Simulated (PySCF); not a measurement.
Input

```
{"job": {"kind": "nmr", "xc": "PBE0", "basis": "pcSseg-1"}, "charge": 0, "multiplicity": 1}
C     -1.477736     1.186613    -0.848686
C     -2.171684     0.456074     0.018375
C     -3.664494     0.531920     0.140469
C     -1.514481    -0.445423     0.973666
N     -0.448113    -1.092612     0.847544
Si     0.767741    -1.361119    -0.325726
C      2.209696    -0.215000     0.106492
C      2.081312     0.855363     0.876640
C      3.531784    -0.588634    -0.488335
H     -1.959653     1.868809    -1.529378
H     -0.402801     1.147378    -0.884219
H     -4.103211    -0.456500     0.007891
H     -3.942685     0.888817     1.131906
H     -4.082233     1.205136    -0.603565
H     -2.057469    -0.569034     1.916974
H      1.121004    -2.762979    -0.085740
H      0.452926    -1.174398    -1.754603
H      2.915953     1.502430     1.108486
H      1.137742     1.129264     1.319856
H      3.844973    -1.561137    -0.110590
H      4.299507     0.145041    -0.246811
H      3.451513    -0.670625    -1.571495
```

Command:

```sh
OMP_NUM_THREADS=1 python probes_run.py task.json out
```

Geometry: GFN2-xTB.

Level of theory: PBE0/pcSseg-1, SCF density, gas phase, non-relativistic in PySCF.

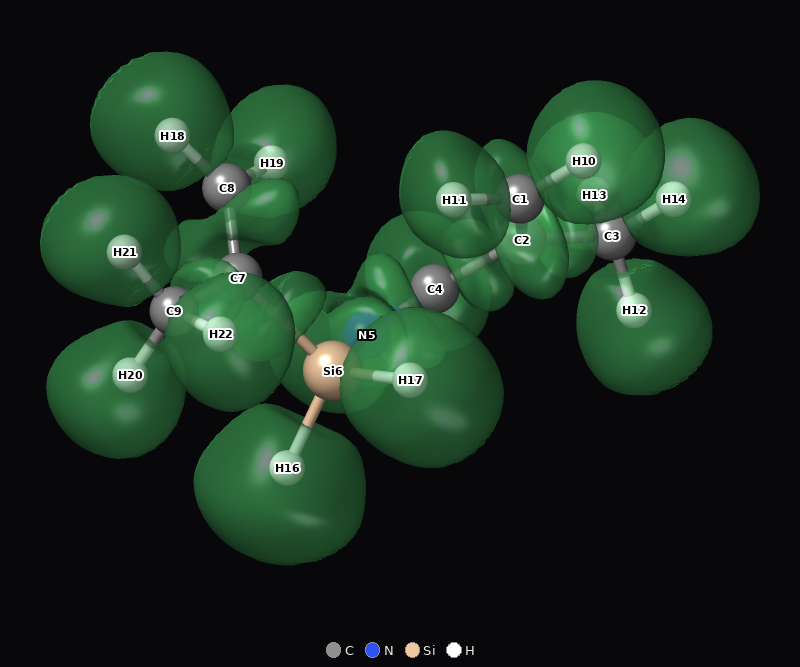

C7H13NSi. Isosurface of the electron localisation function at 0.75 (green), seen at an oblique angle. Core shells and regions of very low density are left out.

**Identify the bonds, lone pairs and shells in this picture.**

The ELF exceeds this value in five regions between bonded C–C atoms (shared pairs), one region between bonded C–Si atoms (shared pairs), 13 regions around hydrogen nuclei and one region on N in which the atom's valence shell and bonds are merged. Along the contacts the grid gives the following. C–N (1.25 Å): the ELF peaks at about 0.90 between the atoms; a short, multiple covalent bond. C–C (1.32 Å): the ELF peaks at about 0.90 between the atoms (a multiple bond).
